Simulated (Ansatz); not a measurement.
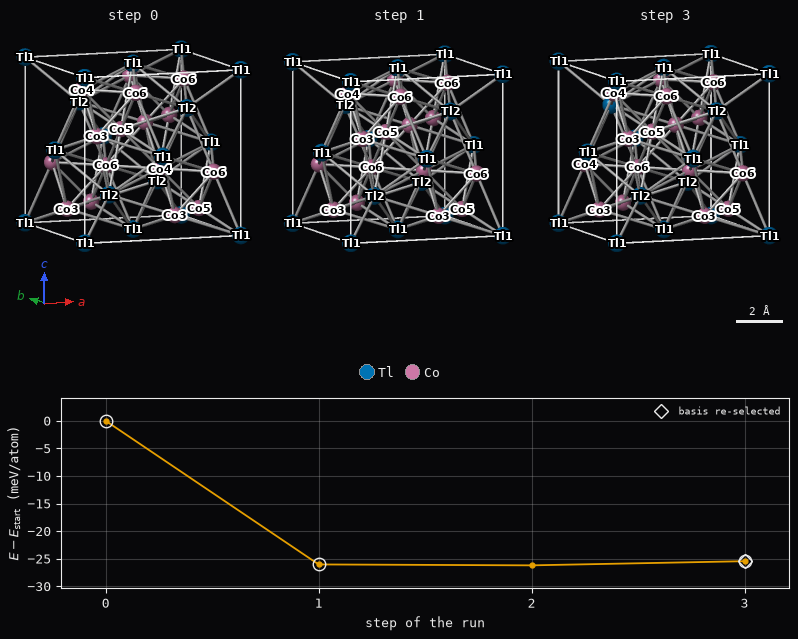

Frames of a relaxation of crystalline TlCo₂ (built on the cubic Laves (C15)_227 type) (coarse preliminary run), marked on the history of the run. The picture is a ball-and-stick view of the conventional cell (4 times the calculation's cell), seen slightly off an axis. Lengths and directions refer to the drawn axes.

Case: cubic Laves (C15) type (Fd-3m, No. 227).

Theory: DFT PBE, scalar-relativistic, plane waves, PAW (Ansatz).

The input:
```yaml
crystal:
  lattice:
    - [0.0, 3.6736595391, 3.6736595391]
    - [3.6736595391, 0.0, 3.6736595391]
    - [3.6736595391, 3.6736595391, 0.0]
  atoms:
    - { symbol: Tl, position: [0.0, 0.0, 0.0] }
    - { symbol: Tl, position: [0.25, 0.25, 0.25] }
    - { symbol: Co, position: [0.625, 0.625, 0.625], spin: 2.07 }
    - { symbol: Co, position: [0.125, 0.625, 0.625], spin: 2.07 }
    - { symbol: Co, position: [0.625, 0.625, 0.125], spin: 2.07 }
    - { symbol: Co, position: [0.625, 0.125, 0.625], spin: 2.07 }
basis:
  ecutwfc: 420
kpoints:
  mp_grid: { grid: [4, 4, 4] }
hamiltonian:
  xc: pbe
scf:
  occupations: { method: gaussian, width: 0.1 }
  lower_state_search: "off"
output:
  forces: true
  stress: true
  eigenvalues: true
  populations: true
magnetization:
  spin_polarized: true
relax:
  adjacent_minimum: "off"
  f_tol: 0.04
  max_steps: 70
  cell: { stress_tol: 0.4 }
```

Run as
```bash
ansatz run input.yaml --threads 1 --pin off --max-ram 2560MiB --backend cpu --events-out ev --progress --plain --runs-dir out
```

> What happens along the run?

The atoms keep their places relative to the cell (all moves are under 0.005 Å). The drawn cell changes as follows: a = b = c 7.347 → 7.180 Å (−2.3 %); the volume changes by −6.7 %. Near-neighbour distances that change, for instance: Tl1–Tl2 3.181 → 3.109 Å, Tl1–Co3 3.046 → 2.977 Å, Co3–Co4 2.598 → 2.538 Å. The space group stays Fd-3m (No. 227). The energy falls by 25.4 meV per atom in 2 accepted moves (3 points after the start). All forces vanish by symmetry, so only the cell relaxes. The pressure goes from −6.73 to −0.13 GPa. At 1 point the geometry stayed and the basis and grid were re-selected for the new cell (energy shift of 0.8 meV per atom at most each time). From step 0 to 1: volume −7.4 %, energy −26.0 meV per atom. From step 1 to 3: volume +0.8 %, energy +0.6 meV per atom.

| step | E − E(0), meV/atom | pressure, GPa | volume, Å³/atom | note |
| --- | --- | --- | --- | --- |
| 0 | 0.00 | -6.73 | 16.526 |  |
| 1 | -26.02 | 0.80 | 15.299 |  |
| 2 | -26.19 | -0.13 | 15.421 |  |
| 3 | -25.44 | -0.13 | 15.421 | same geometry, new basis |
